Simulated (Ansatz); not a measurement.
C$_{4}$H$_{9}$FSi: several calculations on one system

## 1. Relaxation

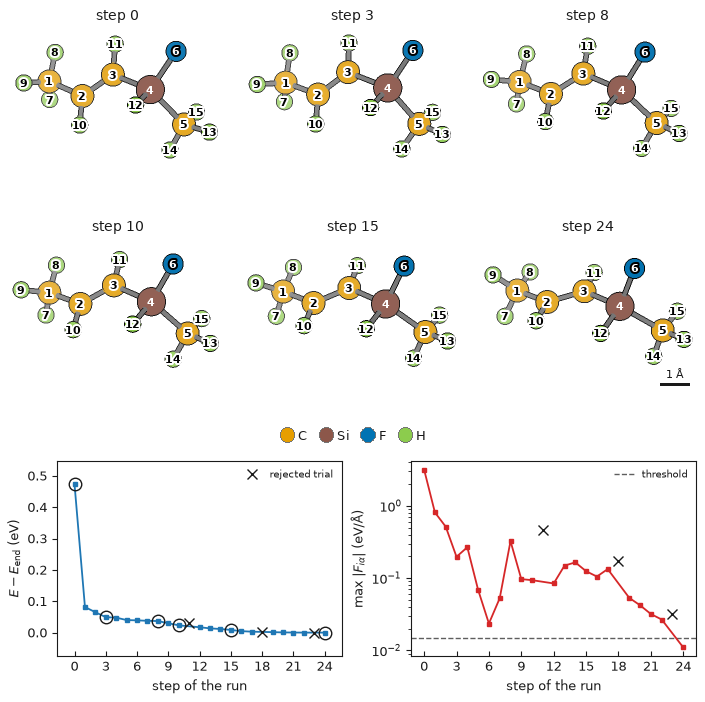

Frames of a relaxation of C₄H₉FSi, marked on the history of the run. Style: ball-and-stick. Shown at a tilt.

The run prepares an end point of a later path (torsion) calculation, from a guessed geometry.

Computed with RKS PBE/STO-3G in Ansatz 0.2.0. (no spin polarisation; force threshold 0.015 eV/Å; at most 40 steps)

### What happens along the run?

The energy falls by 0.472 eV in 21 accepted moves (24 points after the start). Largest force component: 3.2 eV/Å at the start, 0.011 eV/Å at the end. The line search rejected the trial steps at points 11, 18, 23 of the run. The atom that moves furthest after the best rigid fit is H11 (0.98 Å). Largest moves by element: H 0.98 Å, F 0.67 Å, C 0.35 Å, Si 0.21 Å. Some distances before and after: C1–H9 1.035 → 1.110 Å, C5–H14 1.049 → 1.103 Å, C1–H8 1.063 → 1.106 Å, C2–H10 1.073 → 1.109 Å. Among the angles between lasting bonds that change: H7–C1–H9 113.0° → 107.1°, C3–Si4–H12 113.9° → 108.0°, Si4–C3–H11 113.6° → 119.0°. Groups turn about C3–Si4 by about 55°. From step 0 to 3: F6 moves most (0.23 Å), energy −0.423 eV. From step 3 to 8: H10 moves most (0.27 Å), energy −0.012 eV. From step 8 to 10: H10 moves most (0.16 Å), energy −0.014 eV. From step 10 to 15: H11 moves most (0.30 Å), energy −0.015 eV. From step 15 to 24: H atoms move most (0.28 Å), energy −0.009 eV.

Limits of the set-up: STO-3G is a minimal basis, so the numbers are rough.

## 2. Relaxation

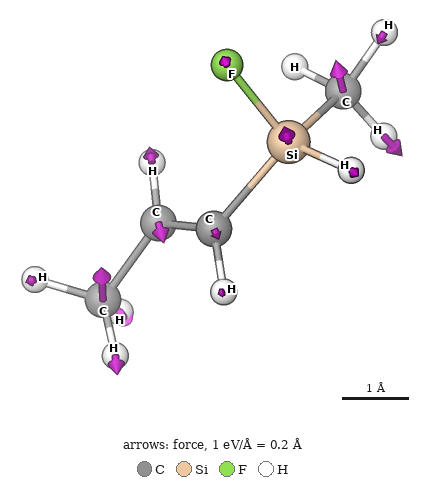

Starting geometry of C₄H₉FSi with the computed forces as purple arrows. The picture is a ball-and-stick view, seen from a free direction.

The run prepares an end point of a later path (torsion) calculation, from a guessed geometry.

Method: Ansatz 0.2.0, RKS PBE/STO-3G.

Input file:
```yaml
crystal:
  periodic: [false, false, false]
  atoms:
    - { symbol: C, position_ang: [0.8423, -2.6362, -0.1324] }
    - { symbol: C, position_ang: [0.6933, -1.1061, -0.2613] }
    - { symbol: C, position_ang: [0.0998, -0.3191, 0.6593] }
    - { symbol: Si, position_ang: [0.0462, 1.5209, 0.6156] }
    - { symbol: C, position_ang: [1.76372, 2.17312, 0.13252] }
    - { symbol: F, position_ang: [-0.93537, 1.91945, -0.62826] }
    - { symbol: H, position_ang: [0.3017, -3.0623, -0.9793] }
    - { symbol: H, position_ang: [0.3902, -2.9469, 0.7785] }
    - { symbol: H, position_ang: [1.8476, -2.882, -0.1283] }
    - { symbol: H, position_ang: [1.1256, -0.6714, -1.1419] }
    - { symbol: H, position_ang: [-0.2965, -0.7514, 1.5974] }
    - { symbol: H, position_ang: [-0.42993, 2.11525, 1.8267] }
    - { symbol: H, position_ang: [1.75743, 3.29683, -0.01787] }
    - { symbol: H, position_ang: [2.48062, 1.95036, 0.8655] }
    - { symbol: H, position_ang: [2.11077, 1.74836, -0.82602] }
basis:
  gaussian: { orbitals: STO-3G }
hamiltonian:
  xc: pbe
relax:
  f_tol: 0.015
  max_steps: 40
```

Run as
```bash
ansatz run input.yaml --threads 1 --pin off --max-ram 2048MiB --backend cpu --events-out ev --progress --plain --runs-dir out
```

> Is this structure relaxed? If not, where do the atoms go?

It isn't relaxed: the largest force vector, on C1, is 3.77 eV/Å. The final displacements have little in common with the starting forces (cosine between the two patterns 0.00). The energy falls by 10.6 kcal/mol in 28 accepted moves (33 points after the start). Largest force component: 3.2 eV/Å at the start, 0.0075 eV/Å at the end. The line search rejected the trial steps at points 10, 11, 21, 24, 25 of the run. The atom that moves furthest after the best rigid fit is H10 (0.77 Å). By element the largest moves are H 0.77 Å, F 0.58 Å, C 0.28 Å, Si 0.06 Å. Near-neighbour distances that change, for instance: C1–H9 1.035 → 1.110 Å, C5–H14 1.049 → 1.103 Å, C1–H8 1.063 → 1.106 Å, Si4–H12 1.431 → 1.467 Å. Among the angles between lasting bonds that change: H7–C1–H9 113.0° → 107.1°, C3–Si4–H12 113.9° → 108.6°, C2–C1–H7 105.9° → 110.7°. Groups turn about C3–Si4 by about 40°. The run took 62 s on 1 thread of Intel(R) Xeon(R) 6975P-C (Granite Rapids) (shared host), peak memory 0.15 GiB.

Limits of the set-up: STO-3G is a minimal basis, so the numbers are rough.

## 3. Path

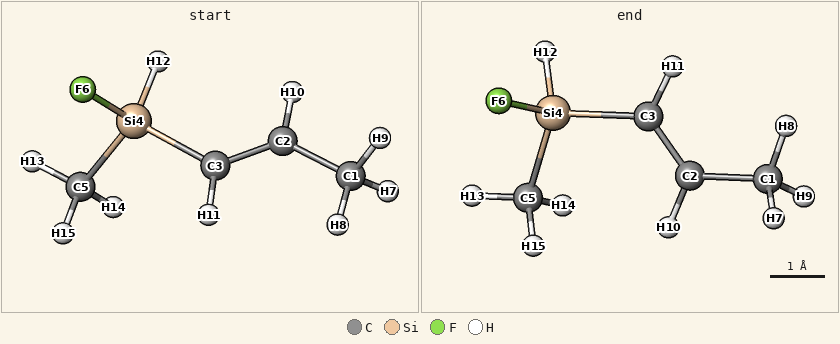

The two relaxed end points of a path for C₄H₉FSi. A ball-and-stick model, seen at a tilt.

These are results of Ansatz, RKS PBE/STO-3G, not measurements.

Input
```yaml
crystal:
  periodic: [false, false, false]
  atoms:
    - { symbol: C, position_ang: [0.925892, -2.673846, -0.065386] }
    - { symbol: C, position_ang: [0.942033, -1.142372, -0.064061] }
    - { symbol: C, position_ang: [-0.034604, -0.35284, 0.428885] }
    - { symbol: Si, position_ang: [0.031196, 1.518288, 0.396582] }
    - { symbol: C, position_ang: [-1.498431, 2.219776, -0.462807] }
    - { symbol: F, position_ang: [0.113549, 2.110061, 1.940538] }
    - { symbol: H, position_ang: [0.993355, -3.066198, -1.101098] }
    - { symbol: H, position_ang: [0.0005, -3.061996, 0.398517] }
    - { symbol: H, position_ang: [1.796406, -3.075094, 0.493526] }
    - { symbol: H, position_ang: [1.846252, -0.69091, -0.519901] }
    - { symbol: H, position_ang: [-0.917293, -0.85009, 0.871544] }
    - { symbol: H, position_ang: [1.234428, 1.916873, -0.339359] }
    - { symbol: H, position_ang: [-1.475795, 3.322147, -0.487178] }
    - { symbol: H, position_ang: [-1.551384, 1.862635, -1.504875] }
    - { symbol: H, position_ang: [-2.428003, 1.912766, 0.044374] }
basis:
  gaussian: { orbitals: STO-3G }
hamiltonian:
  xc: pbe
neb:
  order_check: false
  images: 7
  f_tol: 0.05
  max_iterations: 60
  initial_path: idpp
  final_atoms:
    - { symbol: C, position_ang: [0.7208323, -2.56554286, -0.17116796] }
    - { symbol: C, position_ang: [0.19418365, -1.12784644, -0.13555716] }
    - { symbol: C, position_ang: [0.61142522, -0.16830787, 0.71551992] }
    - { symbol: Si, position_ang: [-0.03712748, 1.59059958, 0.75252185] }
    - { symbol: C, position_ang: [-1.09898463, 1.95189244, -0.76557625] }
    - { symbol: F, position_ang: [-0.92157255, 1.82861299, 2.13223958] }
    - { symbol: H, position_ang: [-0.10315083, -3.28902644, -0.00072891] }
    - { symbol: H, position_ang: [1.4945268, -2.72469628, 0.60248037] }
    - { symbol: H, position_ang: [1.16018037, -2.79819056, -1.16326699] }
    - { symbol: H, position_ang: [-0.58609261, -0.90618966, -0.89052104] }
    - { symbol: H, position_ang: [1.39332326, -0.44637494, 1.44660389] }
    - { symbol: H, position_ang: [1.10560817, 2.51042526, 0.77309145] }
    - { symbol: H, position_ang: [-1.47406447, 2.98884058, -0.7499615] }
    - { symbol: H, position_ang: [-0.50943438, 1.82410096, -1.6887511] }
    - { symbol: H, position_ang: [-1.97155181, 1.28090326, -0.82762515] }
```

Launched with:
```bash
ansatz run input.yaml --threads 1 --pin off --max-ram 2048MiB --backend cpu --events-out ev --progress --plain --runs-dir out
```

Q: What barrier does the band find between them, and by what path?

A: The energy climbs by 4.46 kJ/mol to image 4 and then falls by 2.93 kJ/mol, so the end point sits at +1.53 kJ/mol. The motion is a rotation about the C3–Si4 bond by about 135°. No bond forms or breaks between the ends. The band converged in 6 iterations. The largest component of the band force went from 0.93 to 0.034 eV/Å. The climbing image converged on the top of the path. Its vibrational analysis gives one imaginary mode (59i cm⁻¹), as a transition state must have.

Energies of the converged images:

| image | path (Å) | E (kJ/mol) |
| --- | --- | --- |
| 0 | 0.00 | 0.00 |
| 1 | 0.71 | 0.60 |
| 2 | 1.43 | 2.13 |
| 3 | 2.14 | 3.72 |
| 4 | 2.86 | 4.46 |
| 5 | 3.59 | 4.20 |
| 6 | 4.32 | 3.07 |
| 7 | 5.05 | 1.95 |
| 8 | 5.77 | 1.53 |

The geometry at the top of the path:

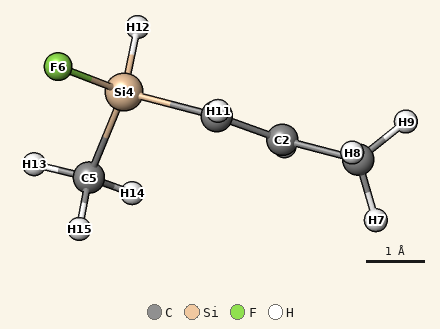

Limits of the set-up: STO-3G is a minimal basis, so the numbers are rough.

The run took 83 s on 1 thread of Intel(R) Xeon(R) 6975P-C (Granite Rapids) (shared host), peak memory 0.12 GiB.
